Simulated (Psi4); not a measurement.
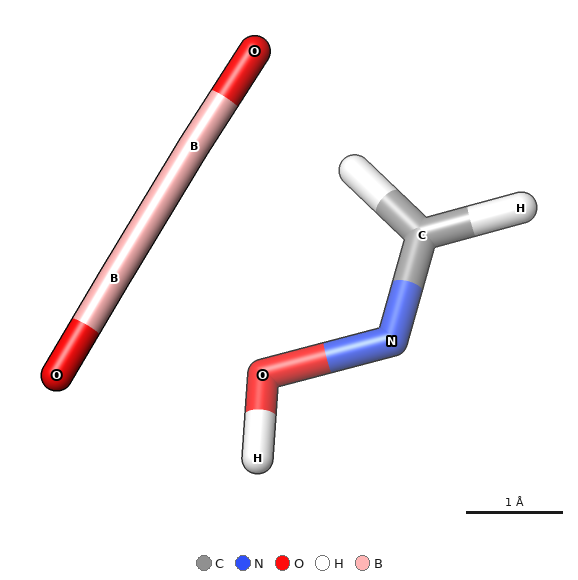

Fig. 1: The structure as given in the input (stick view, seen at an oblique angle). Bond lengths as drawn: B–B 1.62 Å, B–O 1.19 Å, C–H 1.08 to 1.09 Å, C–N 1.26 Å, H–O 0.97 Å and N–O 1.39 Å.

Run report: CH$_{3}$B$_{2}$NO$_{3}$, interaction calculation (part 1 of 2)

CH$_{3}$B$_{2}$NO$_{3}$, SMILES C=NO.O=BB=O, computed with PBE/6-31G*, RKS, dispersion D3(0) (Psi4 1.11).

The geometry comes from this level: GFN2-xTB.

**What the program printed**
```
Psi4 1.11 release

  //>>>>>>>>>>>>>>>>>>>>>>>>>>>>>>>>>>>//
  //   ManyBody Setup: N-Body Levels 2 //
  //<<<<<<<<<<<<<<<<<<<<<<<<<<<<<<<<<<<//

    Model chemistry "(auto)" (§A):          3
        Number of 1-body computations:      2 (nocp: 0, cp: 2, vmfc_compute: 0)
        Number of 2-body computations:      1 (nocp: 0, cp: 1, vmfc_compute: 0)

    -----------------------------------------------------------------------
                               Psi4 1.11 release

    h
    h
    h

    -----------------------------------------------------------------------

    Memory:     1.5 GiB
    Threads:    1
                ecpint, einsums, f̶o̶r̶t̶e̶, gauxc, gcp, g̶d̶m̶a̶, geometric, g̶p̶u̶_̶d̶f̶c̶c̶,
                i̶n̶t̶e̶g̶r̶a̶t̶o̶r̶x̶x̶, i̶p̶i̶, libefp, m̶d̶i̶, m̶p̶2̶d̶, m̶r̶c̶c̶, ooo,
                o̶p̶e̶n̶f̶e̶r̶m̶i̶o̶n̶p̶s̶i̶4̶, pcmsolver, p̶s̶i̶4̶f̶o̶c̶k̶c̶i̶, p̶s̶i̶x̶a̶s̶,
                p̶y̶e̶i̶n̶s̶u̶m̶s̶, r̶e̶s̶p̶, s̶i̶m̶i̶n̶t̶, s̶n̶s̶m̶p̶2̶,
                v̶2̶r̶d̶m̶_̶c̶a̶s̶s̶c̶f̶

   => Loading Basis Set <=

    Name: 6-31G*
    Role: ORBITAL
    Keyword: BASIS

   => PBE-D3: Empirical Dispersion <=

        s6 =       1.000000
        s8 =       0.722000
       sr6 =       1.217000
    alpha6 =      14.000000
       sr8 =       1.000000

         ---------------------------------------------------------
                                   SCF
                              RKS Reference
                        1 Threads,   1525 MiB Core
         ---------------------------------------------------------

  ==> Geometry <==

    Molecular point group: c1
    Full point group: C1

    Geometry (in Bohr), charge = 0, multiplicity = 1:

       Center              X                  Y                   Z               Mass
    ------------   -----------------  -----------------  -----------------  -----------------
      Gh(C)          -1.696671704481    -2.781506781323     1.148858997972    12.000000000000
      Gh(N)           0.635288128856    -2.671033392028     0.722083249799    14.003074004430
      Gh(O)           1.868391117501    -0.536833397720     1.641302729005    15.994914619570
      Gh(H)          -2.667348426084    -4.424037832309     0.447808399950     1.007825032230
      Gh(H)          -2.759359191132    -1.344785802660     2.155478310481     1.007825032230
      Gh(H)           3.625949797745    -0.772293272952     1.189620390498     1.007825032230
         O           -3.354887482309     2.156687735201    -2.381867500311    15.994914619570
         B           -1.221027638703     2.772436095920    -2.046082065078    11.009305360000
         B            1.703871561019     3.528364340626    -1.581152746432    11.009305360000
         O            3.865793837588     4.073002307244    -1.296068663145    15.994914619570

  Running in c1 symmetry.

  Rotational constants: A =      0.09847  B =      0.05753  C =      0.03728 [cm^-1]
  Rotational constants: A =   2951.91326  B =   1724.67208  C =   1117.69187 [MHz]
  Nuclear repulsion =   67.347427427704346

  Charge       = 0
  Multiplicity = 1
  Electrons    = 26
  Nalpha       = 13
  Nbeta        = 13

  ==> Algorithm <==

  SCF Algorithm Type is DF.
  DIIS enabled.
  MOM disabled.
  Fractional occupation disabled.
  Guess Type is SAD.
  Energy threshold   = 1.00e-06
  Density threshold  = 1.00e-06
  Integral threshold = 1.00e-12

  ==> Primary Basis <==

  Basis Set: 6-31G*
    Blend: 6-31G*
    Number of shells: 48
    Number of basis functions: 111
    Number of Cartesian functions: 111
    Spherical Harmonics?: false
    Max angular momentum: 2

  ==> DFT Potential <==

   => LibXC <=

    Version 7.1.2

   => Composite Functional: PBE-D3ZERO2B <=

    PBE GGA Exchange-Correlation Functional

    Deriv               =              1
    GGA                 =           TRUE
    Meta                =          FALSE

    Exchange Hybrid     =          FALSE
    MP2 Hybrid          =          FALSE

   => Exchange Functionals <=

    1.0000     XC_GGA_X_PBE

   => Correlation Functionals <=

    1.0000     XC_GGA_C_PBE

   => LibXC Density Thresholds  <==

    XC_GGA_C_PBE:  1.00E-12
    XC_GGA_X_PBE:  1.00E-15

   => Molecular Quadrature <=

    Radial Scheme          =       TREUTLER
    Pruning Scheme         =           NONE
    Nuclear Scheme         =       TREUTLER

    Blocking Scheme        =         OCTREE
    BS radius alpha        =              1
    Pruning alpha          =              1
    Radial Points          =             75
    Spherical Points       =            302
    Total Points           =         213113
    Total Blocks           =           1616
    Max Points             =            256
    Max Functions          =            109
    Weights Tolerance      =       1.00E-15

   => Loading Basis Set <=

    Name: DEF2-UNIVERSAL-JFIT
    Role: JKFIT
    Keyword: DF_BASIS_SCF

  ==> Integral Setup <==

  DFHelper Memory: AOs need 0.047 GiB; user supplied 0.623 GiB.
  SCF_SUBTYPE=INCORE selected. In-core MEM_DF algorithm will be used.
  Using in-core AOs.

  ==> MemDFJK: Density-Fitted J/K Matrices <==

    J tasked:                   Yes
    K tasked:                    No
    wK tasked:                   No
    Memory [MiB]:               637
    Algorithm:                 Core
    Schwarz Cutoff:           1E-12
    Mask sparsity (%):       3.6036
    Fitting Condition:        1E-10

   => Auxiliary Basis Set <=

  Basis Set: DEF2-UNIVERSAL-JFIT
    Blend: DEF2-UNIVERSAL-JFIT
    Number of shells: 120
    Number of basis functions: 463
    Number of Cartesian functions: 463
    Spherical Harmonics?: false
    Max angular momentum: 4

  Cached 100.0% of DFT collocation blocks in 0.495 [GiB].

  Minimum eigenvalue in the overlap matrix is 2.3827633625E-03.
  Reciprocal condition number of the overlap matrix is 3.8319633543E-04.
    Using symmetric orthogonalization.

  ==> Pre-Iterations <==

  SCF Guess: Superposition of Atomic Densities via on-the-fly atomic UHF (no occupation information).

   -------------------------
    Irrep   Nso     Nmo
   -------------------------
     A        111     111
   -------------------------
    Total     111     111
   -------------------------

  ==> Iterations <==

                           Total Energy        Delta E     RMS |[F,P]|

   @DF-RKS iter SAD:  -199.28122315187761   -1.99281e+02   0.00000e+00
   @DF-RKS iter   1:  -199.65232101471702   -3.71098e-01   8.54971e-03 DIIS/ADIIS
   @DF-RKS iter   2:  -196.64712534596185    3.00520e+00   2.39326e-02 DIIS/ADIIS
   @DF-RKS iter   3:  -199.97624131170170   -3.32912e+00   1.77941e-03 DIIS/ADIIS
   @DF-RKS iter   4:  -199.99661560004796   -2.03743e-02   7.65718e-04 DIIS/ADIIS
   @DF-RKS iter   5:  -200.00005531335620   -3.43971e-03   1.74828e-04 DIIS/ADIIS
   @DF-RKS iter   6:  -200.00010169764900   -4.63843e-05   1.52467e-04 DIIS/ADIIS
   @DF-RKS iter   7:  -200.00022025300876   -1.18555e-04   2.13472e-05 DIIS
   @DF-RKS iter   8:  -200.00022246828522   -2.21528e-06   9.70735e-07 DIIS
   @DF-RKS iter   9:  -200.00022247312626   -4.84104e-09   2.41065e-07 DIIS
  Energy and wave function converged.

  ==> Post-Iterations <==

   Electrons on quadrature grid:
      Ntotal   =   26.0000008677 ; deviation = 8.677e-07

    Orbital Energies [Eh]
    ---------------------

    Doubly Occupied:

       1A    -18.813564     2A    -18.813521     3A     -6.573072
       4A     -6.572594     5A     -0.933010     6A     -0.932563
       7A     -0.476573     8A     -0.388437     9A     -0.376645
      10A     -0.358162    11A     -0.357993    12A     -0.337223
      13A     -0.337090

    Virtual:

      14A     -0.107531    15A     -0.106785    16A      0.034393
      17A      0.079088    18A      0.094385    19A      0.097179
      20A      0.168322    21A      0.186593    22A      0.260854
      23A      0.288683    24A      0.311969    25A      0.334267
      26A      0.350855    27A      0.391428    28A      0.420086
      29A      0.436381    30A      0.471427    31A      0.496881
      32A      0.520527    33A      0.578824    34A      0.601061
      35A      0.637145    36A      0.724374    37A      0.754314
      38A      0.768476    39A      0.805466    40A      0.819781
      41A      0.854201    42A      0.870037    43A      0.893418
      44A      0.910344    45A      0.965896    46A      1.015430
      47A      1.031625    48A      1.035358    49A      1.058610
      50A      1.068451    51A      1.072376    52A      1.077458
      53A      1.120578    54A      1.212763    55A      1.229218
      56A      1.473589    57A      1.534373    58A      1.537074
      59A      1.543818    60A      1.601914    61A      1.768920
      62A      1.770559    63A      1.815173    64A      1.815304
      65A      1.995175    66A      2.053922    67A      2.098742
      68A      2.115151    69A      2.220948    70A      2.228852
      71A      2.290726    72A      2.384664    73A      2.462248
      74A      2.488425    75A      2.568716    76A      2.599970
      77A      2.650808    78A      2.653517    79A      2.683991
      80A      2.746910    81A      2.811152    82A      2.892409
      83A      2.908166    84A      2.943985    85A      2.991292
      86A      3.026349    87A      3.088813    88A      3.338970
      89A      3.382464    90A      3.448133    91A      3.450000
      92A      3.673627    93A      3.703362    94A      3.751286
      95A      3.920683    96A      3.995783    97A      4.096748
      98A      4.107601    99A      4.138050   100A      4.158440
     101A      4.166893   102A      4.265229   103A      4.387937
     104A      5.010776   105A      5.308684   106A      5.486493
     107A      5.907293   108A      6.279254   109A     23.602550
     110A     30.005860   111A     37.924558

    Final Occupation by Irrep:
              A
    DOCC [    13 ]
    NA   [    13 ]
    NB   [    13 ]

  @DF-RKS Final Energy:  -200.00022247312626

   => Energetics <=

    Nuclear Repulsion Energy =             67.3474274277043463
    One-Electron Energy =                -406.2430936858045811
    Two-Electron Energy =                 163.9331875814535522
    DFT Exchange-Correlation Energy =     -25.0371437872775893
    Empirical Dispersion Energy =          -0.0006000092019964
    VV10 Nonlocal Energy =                  0.0000000000000000
    Total Energy =                       -200.0002224731262572

Computation Completed

Properties will be evaluated at   0.000000,   0.000000,   0.000000 [a0]

Properties computed using the SCF density matrix

 Multipole Moments:

 ------------------------------------------------------------------------------------
     Multipole            Electronic (a.u.)      Nuclear  (a.u.)        Total (a.u.)
 ------------------------------------------------------------------------------------

 L = 1.  Multiply by 2.5417464519 to convert [e a0] to [Debye]
 Dipole X            :         -6.5129360            6.5014705           -0.0114656
 Dipole Y            :        -81.2876809           81.3415225            0.0538416
 Dipole Z            :         47.5578197          -47.5596634           -0.0018437
 Magnitude           :                                                    0.0550797

 ------------------------------------------------------------------------------------

	total time  =          4 seconds =       0.07 minutes

    Psi4 run time: 0:00:04.78

    -----------------------------------------------------------------------
                               Psi4 1.11 release

    h
    h
    h

    -----------------------------------------------------------------------
```
